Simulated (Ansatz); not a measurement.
# F$_{3}$HSSi: what the fields show

```xyz
6

Si    0.1048   -0.3740    0.2704
F     0.7978   -1.7614    0.0178
S     0.0738    0.6603   -1.5447
H    -0.5433    1.7207   -0.9922
F    -1.3339   -0.6316    0.8535
F     0.9007    0.3859    1.3952
```

The reactant side of a reaction path; geometry: PBE0-D4/def2-TZVP.

Computed with RKS PBE0-D4/def2-TZVPP (Ansatz).

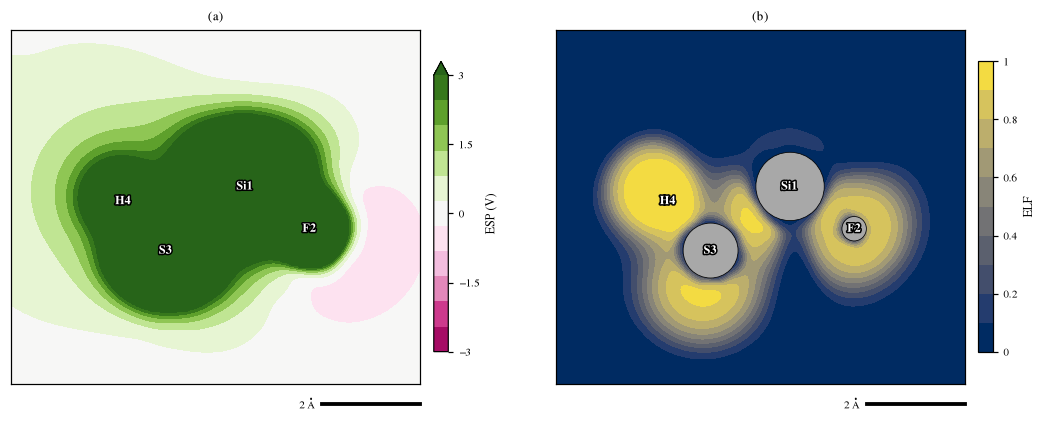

Figure 1. (a) molecular electrostatic potential; (b) electron localisation function on the plane of atoms Si1, S3 and H4. Grey discs cover the atomic cores in the ELF map.

Question: What do the fields say about this system?

Answer:
- Atoms in the plane: Si, F, S and H.
- Si–F (1.57 Å): the ELF peaks at about 0.85 in the valence shell of F, 0.6 Å from its nucleus, and is about 0.55 at the midpoint.
- Si–S (2.09 Å): the ELF peaks at about 0.95 between the atoms (localised, covalent bonding).
- S–H (1.35 Å): the ELF climbs to about 1 towards the hydrogen, as it does in any bond to H.
- The ELF also peaks beside S3 and F2, away from the bonds: lone-pair regions.
- Outside the dense part of the molecule the potential is most negative (−0.5 V) near F2.

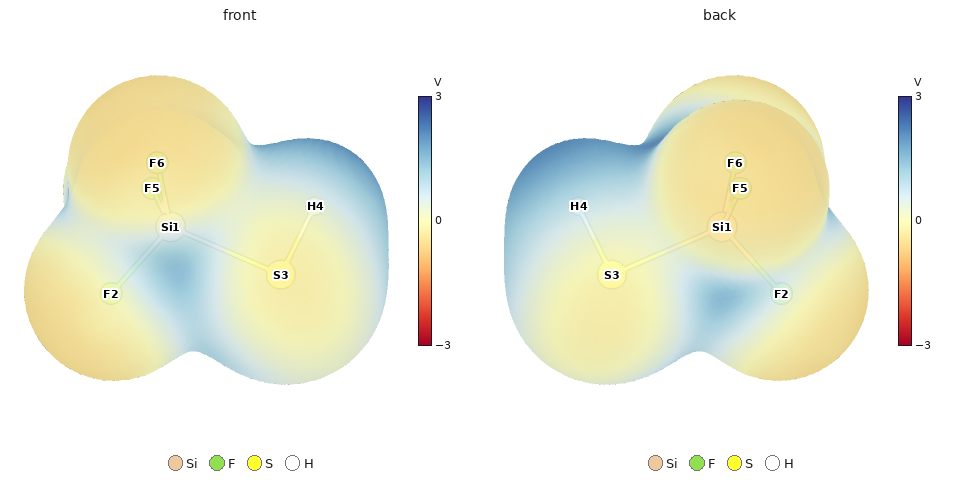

Figure 2. The molecular electrostatic potential painted on the density surface at 0.002 e/bohr³, seen from the front and from behind; red is negative and blue positive.

Question: Where is the surface potential most negative and most positive?

Answer: The most negative region (about −0.5 V, or −12 kcal/mol for a unit charge) lies over F2, F5 and F6, the most positive (about +2.1 V, or +48 kcal/mol for a unit charge) over Si1 and H4.

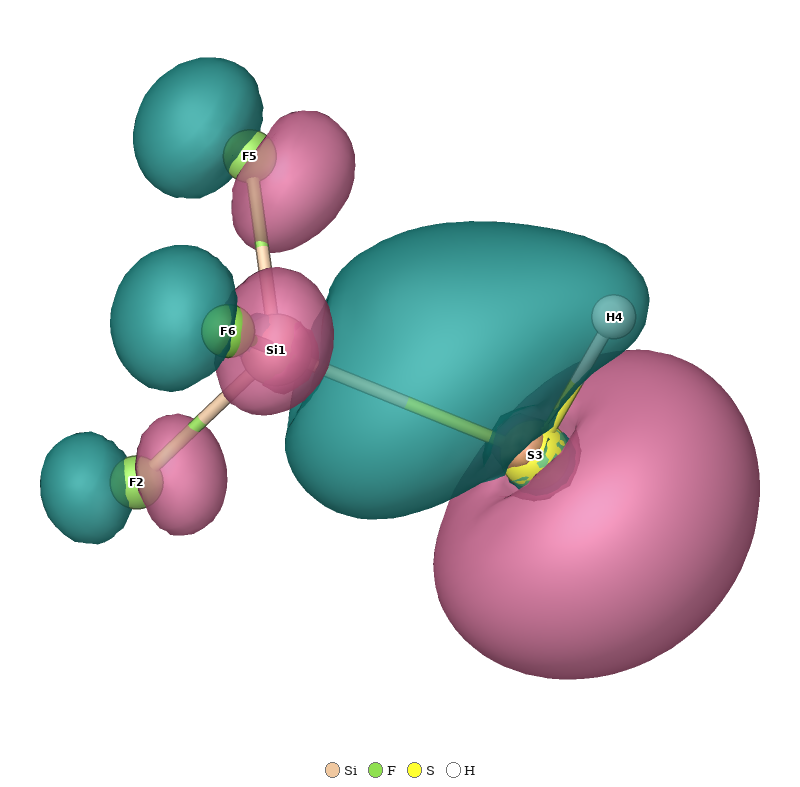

Figure 3. The HOMO−1 at ±0.1 Å⁻³ᐟ² (teal and pink are the two phases), seen at a tilt.

Question: Where does this orbital lie, and at what energy?

Answer: Its weight (Hirshfeld) is mainly on S3 (about 70 %) and Si1 (about 15 %); largely a lone pair of S3. Its energy is −10.56 eV.
